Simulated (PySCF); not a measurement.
SMILES C[N]([MgH])C (C2H7MgN), PBE0/def2-SVP optimised geometry. Atoms within 1.6 Å of the plane z = 0.0 Å (x, y, z in Å): Mg1 (0.85, 0.00, 0.00), H2 (2.54, 0.00, 0.00), N3 (-1.07, 0.00, 0.00), C4 (-1.88, 0.63, -1.00), C5 (-1.88, -0.63, 1.00), H6 (-2.54, -0.08, -1.53), H7 (-2.54, 1.42, -0.59), H9 (-2.54, 0.08, 1.53), H10 (-2.54, -1.42, 0.58).

Computed with PBE0/def2-TZVP in PySCF 2.14.0. Cells within 0.4 Å of a nucleus heavier than hydrogen are left out (blank, or x).

Map of the log10 of the electron density (e/bohr³), floored at −4 on the plane z = 0.0 Å:

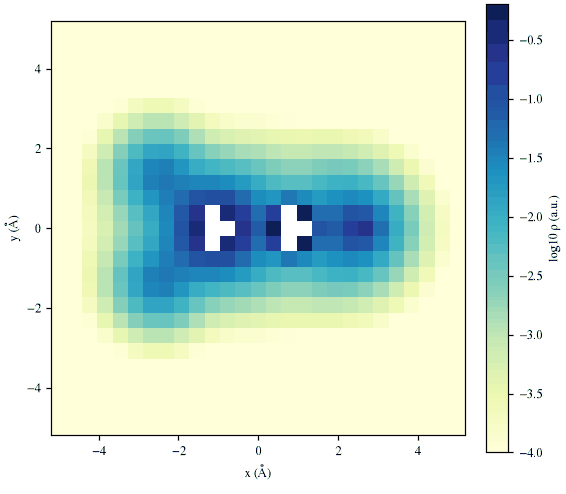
Figure: Log10 of the electron density (e/bohr³), floored at −4 on the plane z = 0.0 Å.
